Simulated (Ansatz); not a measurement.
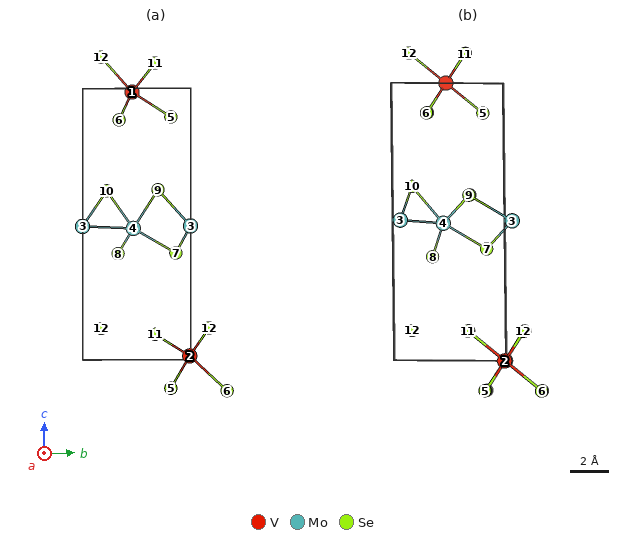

The structure of a crystal of VMoSe4 (a generated structure, set up in P1) (coarse preliminary run) before (left) and after (right) a relaxation, at one scale.

A ball-and-stick model of the cell of the calculation, seen along the a axis.

The calculation used Ansatz 0.2.0, DFT PBE, scalar-relativistic, plane waves, PAW. Settings: plane-wave cutoff 420 eV; k-point mesh 6 × 4 × 2; occupations gaussian; smearing width 0.2 eV; no spin polarisation; cell and atoms relaxed; force threshold 0.025 eV/Å; at most 60 steps.

Describe what moved and what it gained.

Answer. The run was cut off at its time limit before the relaxation converged, so the last structure is only a point on the way. The atom that moves furthest relative to the cell is Mo3 (0.55 Å roughly along [3 3 1]). By element the largest moves are Mo 0.55 Å, Se 0.43 Å, V 0.28 Å. Cell: a 3.390 → 3.299 Å (−2.7 %), b 5.706 → 5.910 Å (+3.6 %), c 14.331 → 14.652 Å (+2.2 %), α 89.7° → 91.0°, β 88.6° → 89.2°, γ 88.2° → 90.1°. Volume +3.1 %. Some distances before and after: Mo3–Se10 3.097 → 2.496 Å, Mo3–Mo4 3.306 → 2.789 Å, Mo3–Se7 2.146 → 2.614 Å, Mo4–Se9 3.073 → 2.615 Å. Among the angles between lasting bonds that change: Mo3–Se8–Mo4 93.5° → 67.0°, Mo3–Se9–Mo4 74.3° → 99.3°, Mo3–Se9–Mo4 80.1° → 99.4°. The space group stays P1 (No. 1). The energy falls by 425 meV per atom in 4 geometry steps. Largest force component: 6.4 eV/Å at the start, 0.28 eV/Å at the end. Pressure: 8.45 GPa at the start and 0.03 GPa at the end.
